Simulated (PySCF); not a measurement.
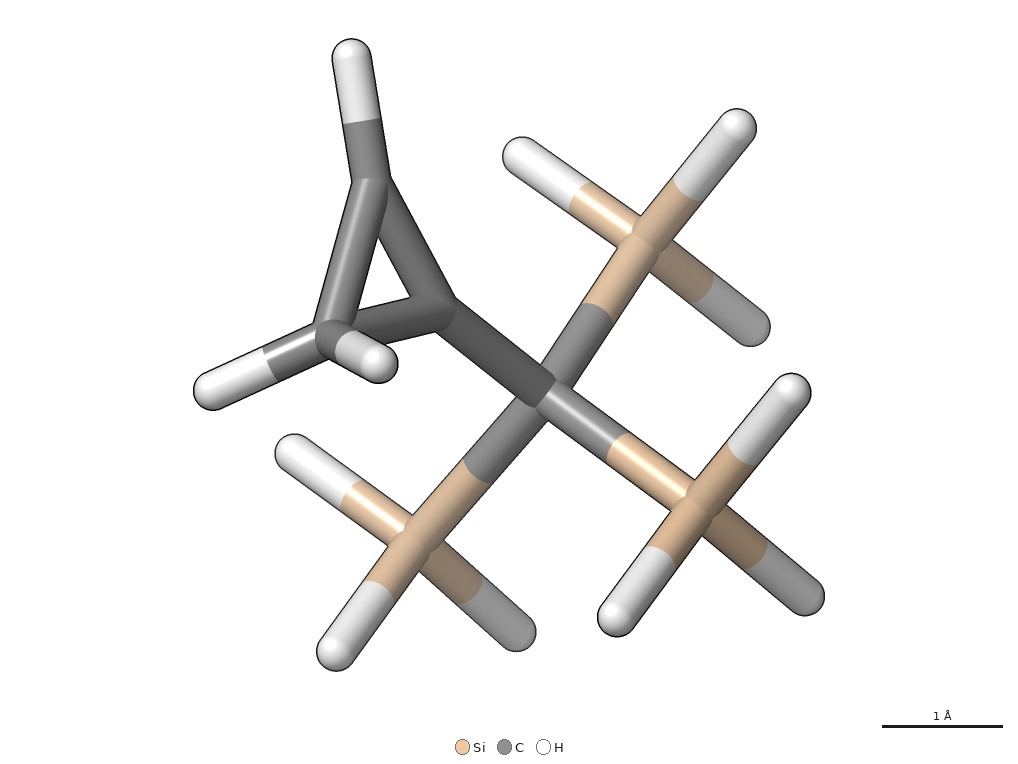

Every bond is drawn as one stick, whatever its order.

The computed structure is the end point of a GFN2-xTB optimisation. No frequency run is at hand to confirm it as a minimum.

Describe the molecule.

Formula C₄H₁₂Si₃. Its SMILES string is `[SiH3]C([SiH3])([SiH3])C1=CC1`. Independent rings (smallest set): 1 of 3 members. Among its groups: alkene, Si–H bond. Coordination, clear cases only: 3 Si tetrahedral; 1 C tetrahedral.

More results for the same structure follow; atom numbers are the same in all pictures, views and colours differ.

Shape

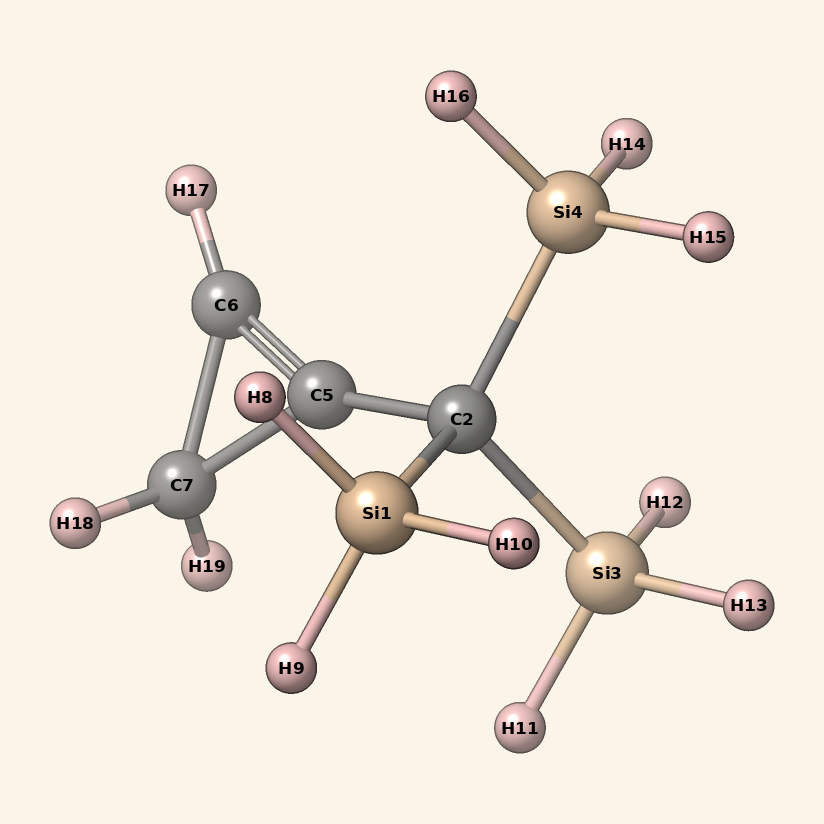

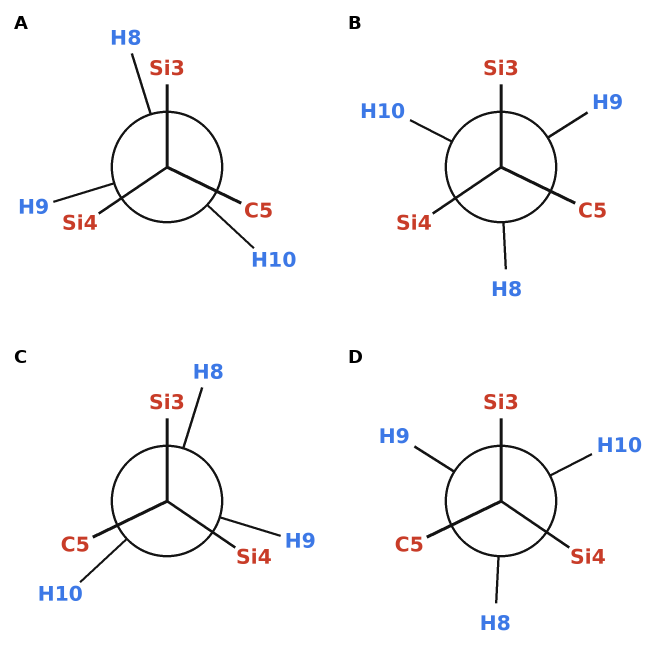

Atoms fade into the background with distance from the viewer. Bonds that would overlap in a projection are set slightly apart. No frequency run is at hand to confirm it as a minimum.

> Which Newman projection shows the view along C2–Si1, with C2 in front?

D. The torsion angle Si3–C2–Si1–H8 is −177°, antiperiplanar (anti).

Ring current

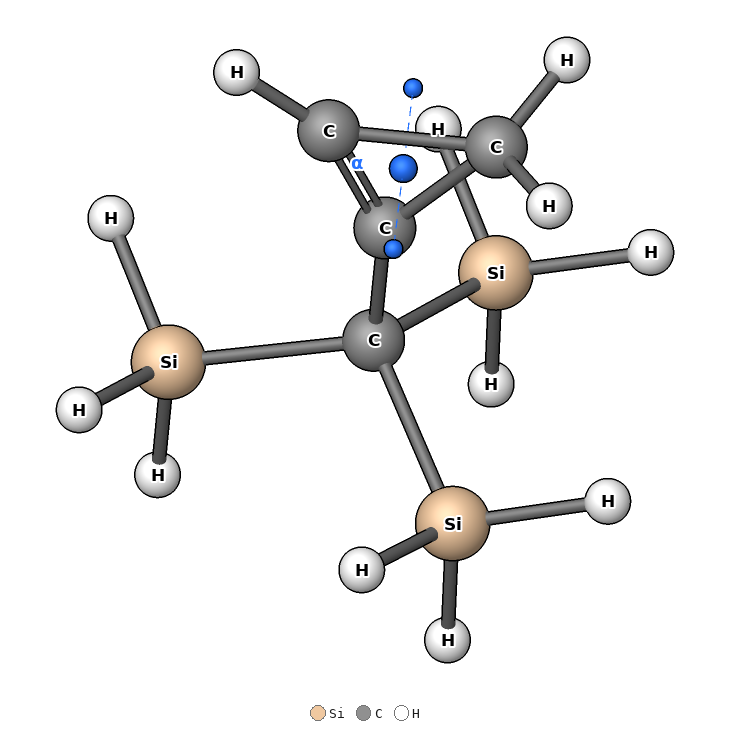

The small points mark where nucleus-independent chemical shifts (NICS) were computed: at the centre of each lettered ring and 1 Å above and below it. No frequency run is at hand to confirm it as a minimum. Properties computed with GIAO PBE0/pcSseg-1 NMR shielding, non-relativistic, gas phase (PySCF 2.14.0).

Give NICS(0), NICS(1) and the out-of-plane component NICS(1)zz for each ring (means of the two sides).

```tsv
ring	members	NICS(0)	NICS(1)	NICS(1)zz
α	C3	−31.0	−7.4	−14.8
```

Values in ppm.

Electronic properties

No frequency run is at hand to confirm it as a minimum. Method: CAM-B3LYP/def2-SVPD, gas phase (PySCF 2.14.0). Excitations: vertical, linear response.

> What is the LUMO energy (Kohn–Sham orbital)?

0.87 eV.

> What is the HOMO energy (Kohn–Sham orbital)?

−8.06 eV.

> Give the lowest vertical singlet excitation at this level.

5.94 eV.

> Give the dipole moment at this level.

0.31 D.

NMR shielding

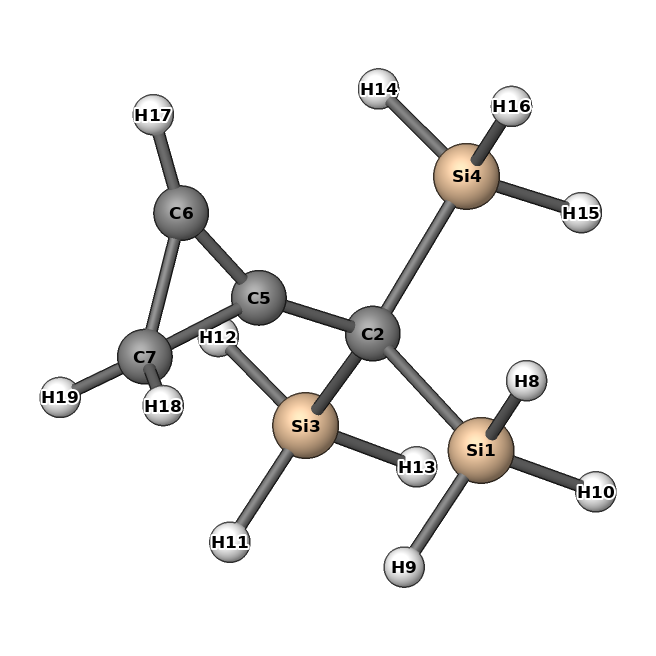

The questions are on isotropic NMR shieldings of the H atoms. No frequency run is at hand to confirm it as a minimum. Properties computed with GIAO PBE0/pcSseg-1 NMR shielding, non-relativistic, gas phase (PySCF 2.14.0).

> Which H atom is the most shielded (lowest chemical shift)?

H18 (30.63 ppm).

> Which H atom is the least shielded (highest chemical shift)?

H17 (25.23 ppm).

> How wide is the range of H shifts?

5.40 ppm.

Give the isotropic NMR shieldings of the H atoms atom by atom.

| atom | σ (ppm) |
| --- | --- |
| H8 | 27.90 |
| H9 | 27.34 |
| H10 | 27.64 |
| H11 | 27.36 |
| H12 | 27.92 |
| H13 | 27.65 |
| H14 | 27.51 |
| H15 | 27.59 |
| H16 | 27.54 |
| H17 | 25.23 |
| H18 | 30.63 |
| H19 | 30.62 |

The geometry is semi-empirical. Around Si such bond lengths and angles can be off by a tenth of an ångström or more and by several degrees, and values that hang on the shape move with them.
